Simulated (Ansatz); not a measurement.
Process, species as SMILES: CCl (CH3-Cl) → C atom + Cl atom + 3 H atom
B3LYP-D3(BJ)/def2-TZVP geometries, fixed; electronic energies without zero-point terms.

Basis-set convergence of the atomisation energy at MP2 with Ansatz (a first-principles code). Cartesian d functions, on some or all atoms, in 6-31G*, 6-31+G*, 6-31G**; all else is spherical. Cores are frozen. Open shells are unrestricted. No added dispersion term, no relativity. Functions are those of the species that has most. Reference: Hartree-Fock in aug-cc-pV(Q+d)Z plus the correlation part extrapolated as X^-3 from aug-cc-pV(T+d)Z and aug-cc-pV(Q+d)Z, 399.06 kcal/mol, itself unsure by roughly 1.15 kcal/mol (a third of the extrapolation step and of the last Hartree-Fock step). Deviations are taken from unrounded values.

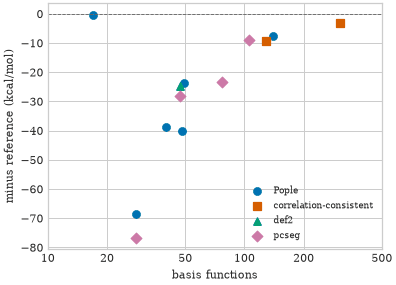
Fig. 1. Deviation from the reference against the number of basis functions, by family of sets.

```csv
basis,functions,atomisation energy (kcal/mol),minus reference (kcal/mol)
STO-3G,17,398.76,-0.29
3-21G,28,330.52,-68.54
pcseg-0,28,322.36,-76.70
6-31G*,40,360.40,-38.66
def2-SVP,47,374.21,-24.85
pcseg-1,47,370.77,-28.29
6-31+G*,48,358.91,-40.14
6-31G**,49,375.22,-23.84
aug-pcseg-1,77,375.69,-23.36
pcseg-2,106,390.13,-8.93
jun-cc-pV(T+d)Z,129,389.61,-9.45
"6-311++G(3df,3pd)",140,391.38,-7.68
aug-cc-pV(Q+d)Z,307,395.96,-3.10
```
